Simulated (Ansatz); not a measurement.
## Electronic structure of Se2Si (charge +1, doublet) in real space

Input

```
crystal:
  periodic: [false, false, false]
  atoms:
    - {symbol: Si, position_ang: [0.000004, -0.000001, 0.000004]}
    - {symbol: Se, position_ang: [-0.071683, -0.143132, 2.095350]}
    - {symbol: Se, position_ang: [0.071669, 0.143133, -2.095343]}
basis:
  gaussian: {orbitals: def2-TZVP, initial_orbitals: start.molden}
total_charge: 1
magnetization: {spin_polarized: true, initial_magnetization: 1}
hamiltonian: {xc: pbe0, dispersion: d4}
scf: {omitted_lower_state_checks: [starts]}
output: {orbitals: {seedname: orbitals}}
```

Run with:

```sh
ansatz run in.yaml --threads 4 --pin off --events-out ev --progress --plain --max-ram 3916MiB
```

Geometry: PBE-D4/def2-TZVP; ⟨S²⟩ = 0.81, above the pure value of 0.75.

Level of theory: Ansatz 0.2.0, UKS PBE0-D4/def2-TZVP.

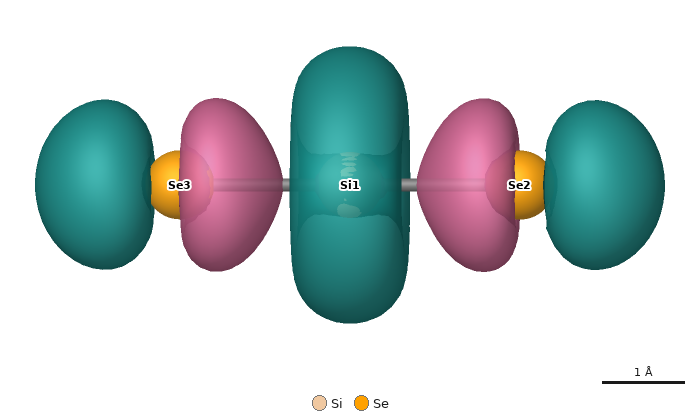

Figure 1. The LUMO (α) at ±0.1 Å⁻³ᐟ² (teal and pink are the two phases), seen from one side.

Q: What is the character of this orbital?

A: Its weight (Hirshfeld) is mainly on Si1 (about 40 %), Se2 (about 30 %) and Se3 (about 30 %); it is of σ type; it is gerade (even under inversion). Its energy is −8.26 eV.

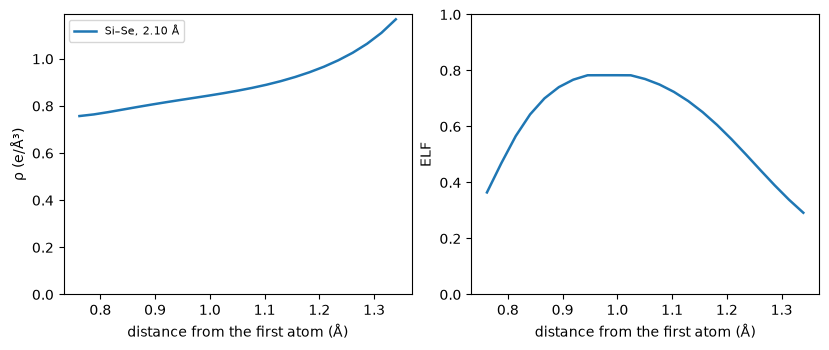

Figure 2. Electron density and electron localisation function along straight lines between neighbouring atoms. The curves leave out the atomic cores.

Q: What kind of bonding do the profiles show?

A: Si–Se (2.10 Å): ρ at the midpoint is about 0.86 e/Å³; the ELF peaks at about 0.80 between the atoms; localised, covalent bonding.
